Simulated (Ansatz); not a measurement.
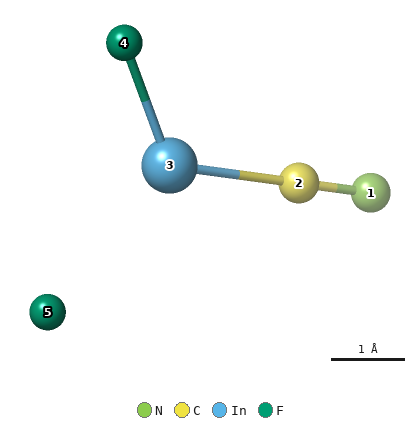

Figure 1. The starting structure (ball-and-stick view, seen at a tilt; atoms are numbered from 1 in the order of the input). Sticks mark near contacts.

**Geometry relaxation of CF$_{2}$InN**

CF$_{2}$InN, computed with RKS PBE0-D4/def2-TZVP (Ansatz 0.2.0).

The input holds or restrains some coordinates. Figures and captions count atoms from 1; the log counts them from 0 in places.

## The input
```yaml
crystal:
  periodic: [false, false, false]
  atoms:
    - {symbol: N, position_ang: [1.297993, -1.592218, 1.589587]}
    - {symbol: C, position_ang: [0.724866, -0.890262, 0.878561]}
    - {symbol: In, position_ang: [-0.306032, 0.372295, -0.400272]}
    - {symbol: F, position_ang: [-1.872103, -0.154821, -1.375519]}
    - {symbol: F, position_ang: [0.409461, 2.918834, -0.866969]}
basis:
  gaussian: {orbitals: def2-TZVP}
hamiltonian: {xc: pbe0, dispersion: d4}
relax: {f_tol: 0.005, max_steps: 200, constraints: [{distance: [2, 4]}]}
```

Machine: 4 CPU threads, shared host.

## Output
```
Functional definition: PBE0
  name "PBE0"
  cite "Adamo & Barone, J. Chem. Phys. 110, 6158 (1999) doi:10.1063/1.478522"
  cite "Perdew, Burke & Ernzerhof, Phys. Rev. Lett. 77, 3865 (1996) doi:10.1103/PhysRevLett.77.3865"
  parent pbe
  parameter a = 0.25
  parameter kappa = 0.804
  parameter beta = 0.06672455060314922
  exchange = (1 - a)*pbe_x(kappa = kappa, mu = beta*pi^2/3) + a*exact_x
  correlation = pbe_c(beta = beta)
1128 factors; their error is unknown
mean field evaluation 1: about -13116.7852 eV, gradient 7.6e1 eV
mean field evaluation 2: about -12883.5229 eV, gradient 2.6e2 eV
mean field evaluation 4: about -13127.4985 eV, gradient 1.9e1 eV
mean field evaluation 8: about -13128.0757 eV, gradient 1.2e0 eV
mean field evaluation 16: about -13128.1559 eV, gradient 2.1e-3 eV
mean field -13128.15593390 eV, -482.4508319871 hartree, gradient 2.9e-5 eV, S^2 0.000000; 0 other end points of the search recorded, 0 dependent functions left out
the calculation of the forces begins
reference -13128.15597976 eV, -482.4508336726 hartree; 26, 26 occupied and 148, 148 virtual orbitals, 1128 factors
relax step   1: F+E_penalty+E_count = -13128.23728686 eV  Δ(F+E_penalty+E_count) = +0.000e0 eV  max|allowed force component| = 3.309e-1 eV/Å  Δτ_max = 0.0000 Å  (33 SCF iters, accepted)
  distance In 2 - F 4 held at 2.686000 Å   reaction = +3.1471e0 eV/Å
these checks for a lower state are left out or cut short: starts, cluster_reference, orbital_swaps, neighbouring_geometries, increment
1128 factors; their error is unknown
mean field -13128.18542031 eV, -482.4519155928 hartree, gradient 2.4e-5 eV, S^2 0.000000; 0 other end points of the search recorded, 0 dependent functions left out
the calculation of the forces begins
reference -13128.18546684 eV, -482.4519173025 hartree; 26, 26 occupied and 148, 148 virtual orbitals, 1128 factors
relax step   2: F+E_penalty+E_count = -13128.26681613 eV  Δ(F+E_penalty+E_count) = -2.953e-2 eV  max|allowed force component| = 1.584e-1 eV/Å  Δτ_max = 0.1017 Å  (36 SCF iters, accepted)
  distance In 2 - F 4 held at 2.686000 Å   reaction = +3.2129e0 eV/Å
these checks for a lower state are left out or cut short: starts, cluster_reference, orbital_swaps, neighbouring_geometries, increment
1128 factors; their error is unknown
mean field evaluation 32: about -13128.1972 eV, gradient 3.2e-4 eV
mean field -13128.19721027 eV, -482.4523488657 hartree, gradient 9.8e-6 eV, S^2 0.000000; 0 other end points of the search recorded, 0 dependent functions left out
the calculation of the forces begins
reference -13128.19725737 eV, -482.4523505968 hartree; 26, 26 occupied and 148, 148 virtual orbitals, 1128 factors
relax step   3: F+E_penalty+E_count = -13128.27875282 eV  Δ(F+E_penalty+E_count) = -1.194e-2 eV  max|allowed force component| = 1.166e-1 eV/Å  Δτ_max = 0.1010 Å  (37 SCF iters, accepted)
  distance In 2 - F 4 held at 2.686000 Å   reaction = +3.3075e0 eV/Å
these checks for a lower state are left out or cut short: starts, cluster_reference, orbital_swaps, neighbouring_geometries, increment
1128 factors; their error is unknown
mean field -13128.19793090 eV, -482.4523753485 hartree, gradient 1.8e-5 eV, S^2 0.000000; 0 other end points of the search recorded, 0 dependent functions left out
the calculation of the forces begins
reference -13128.19797816 eV, -482.4523770850 hartree; 26, 26 occupied and 148, 148 virtual orbitals, 1128 factors
relax step   4: F+E_penalty+E_count = -13128.27967869 eV  Δ(F+E_penalty+E_count) = -9.259e-4 eV  max|allowed force component| = 5.976e-2 eV/Å  Δτ_max = 0.0545 Å  (38 SCF iters, accepted)
  distance In 2 - F 4 held at 2.686000 Å   reaction = +3.3472e0 eV/Å
these checks for a lower state are left out or cut short: starts, cluster_reference, orbital_swaps, neighbouring_geometries, increment
1128 factors; their error is unknown
mean field -13128.19839870 eV, -482.4523925398 hartree, gradient 2.0e-5 eV, S^2 0.000000; 0 other end points of the search recorded, 0 dependent functions left out
the calculation of the forces begins
reference -13128.19844590 eV, -482.4523942745 hartree; 26, 26 occupied and 148, 148 virtual orbitals, 1128 factors
relax step   5: F+E_penalty+E_count = -13128.28006566 eV  Δ(F+E_penalty+E_count) = -3.870e-4 eV  max|allowed force component| = 5.819e-3 eV/Å  Δτ_max = 0.0191 Å  (38 SCF iters, accepted)
  distance In 2 - F 4 held at 2.686000 Å   reaction = +3.3304e0 eV/Å
these checks for a lower state are left out or cut short: starts, cluster_reference, orbital_swaps, neighbouring_geometries, increment
1128 factors; their error is unknown
mean field -13128.19840600 eV, -482.4523928078 hartree, gradient 2.1e-5 eV, S^2 0.000000; 0 other end points of the search recorded, 0 dependent functions left out
the calculation of the forces begins
reference -13128.19845320 eV, -482.4523945426 hartree; 26, 26 occupied and 148, 148 virtual orbitals, 1128 factors
relax step   6: F+E_penalty+E_count = -13128.28007317 eV  Δ(F+E_penalty+E_count) = -7.514e-6 eV  max|allowed force component| = 4.424e-3 eV/Å  Δτ_max = 0.0008 Å  (37 SCF iters, accepted)
  distance In 2 - F 4 held at 2.686000 Å   reaction = +3.3304e0 eV/Å
1128 factors; their error is unknown
mean field evaluation 64: about -13117.0423 eV, gradient 7.6e1 eV
```

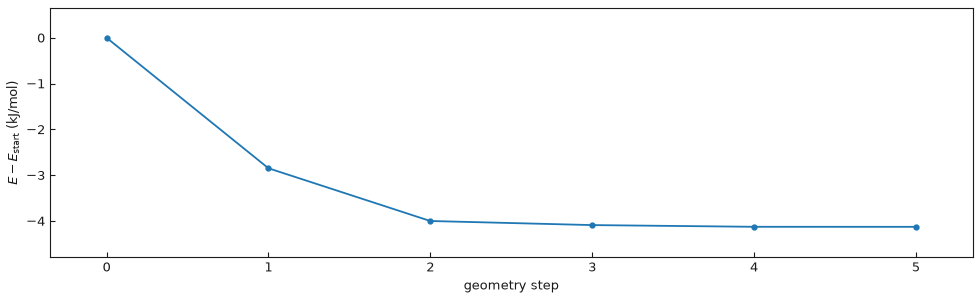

Figure 2. Progress of the constrained relaxation, step by step (the first geometry is step 0 here and step 1 in the log).

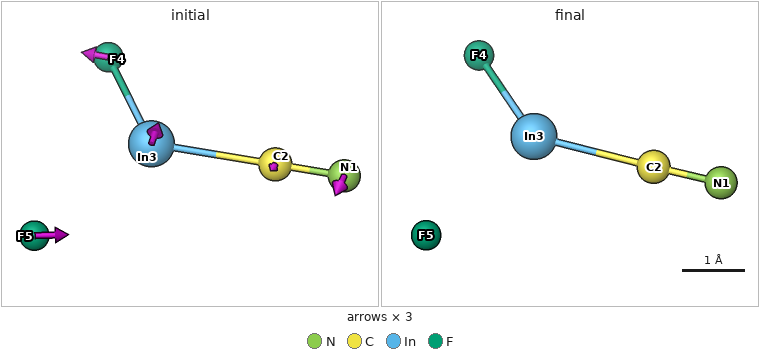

Figure 3. Before (left) and after (right) the constrained relaxation, at one scale (ball-and-stick view, seen at a tilt). The pink arrows give the displacements, magnified 3 times. The atom that moves furthest after the best rigid fit is F5 (0.19 Å). Largest moves by element: F 0.19 Å, In 0.16 Å, N 0.15 Å, C 0.06 Å. Among the contacts that change: In3–F4 1.919 → 1.896 Å, C2–In3 2.072 → 2.057 Å. Among the angles that change: C2–In3–F4 123.5° → 136.2°. After 5 geometry steps the energy has fallen by 4.13 kJ/mol. The largest force component goes from 0.33 to 0.0044 eV/Å. (Atoms are counted from 1 in the order of the input.)

```
mean field -13128.19840600 eV, -482.4523928078 hartree, gradient 2.1e-5 eV, S^2 0.000000; 1 other end points of the search recorded, 0 dependent functions left out
the calculation of the forces begins
reference -13128.19845320 eV, -482.4523945426 hartree; 26, 26 occupied and 148, 148 virtual orbitals, 1128 factors
Total energy: -13128.28012038 eV, -482.4553957560 hartree
Atom 0 at     1.385256    -1.468712     1.606668 Å, force     0.001810     0.003268     0.000068 eV/Å
Atom 1 at     0.752173    -0.839022     0.878945 Å, force    -0.003127    -0.004424    -0.000603 eV/Å
Atom 2 at    -0.403330     0.253038    -0.426622 Å, force     1.086565     3.121488    -0.413704 eV/Å
Atom 3 at    -1.952383    -0.061671    -1.473071 Å, force     0.000429     0.000248     0.000226 eV/Å
Atom 4 at     0.472469     2.770194    -0.760532 Å, force    -1.085677    -3.120579     0.414012 eV/Å
Dipole moment:    -0.367195    -0.797973     0.038154 e Å
```

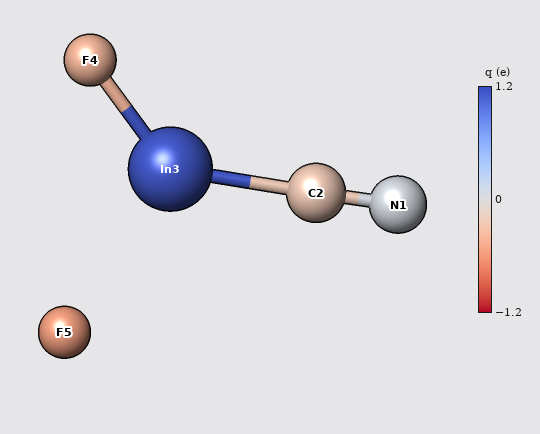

Figure 4. Mulliken charges, as the colour of each atom (ball-and-stick view, seen on its broad side; atoms are numbered from 1 in the order of the input). By element: N +0.05, C −0.23, In +1.12 and F −0.55 to −0.39 e.

## Key numbers

```json
{"quantity": "outcome", "value": "converged under the restraints of the input"}
{"quantity": "total energy", "value": "−13128.2801 eV"}
{"quantity": "mean-field energy", "value": "−13128.1985 eV"}
{"quantity": "dispersion energy", "value": "−0.0817 eV"}
{"quantity": "SCF solution under orbital rotations", "value": "stable"}
{"quantity": "largest force (length of the vector) at the end, held atoms and coordinates included", "value": "3.331 eV/Å"}
{"quantity": "dipole moment", "value": "4.22 D"}
{"quantity": "wall time", "value": "19 s (CPU time 59 s)"}
{"quantity": "peak memory", "value": "0.4 GiB"}
```
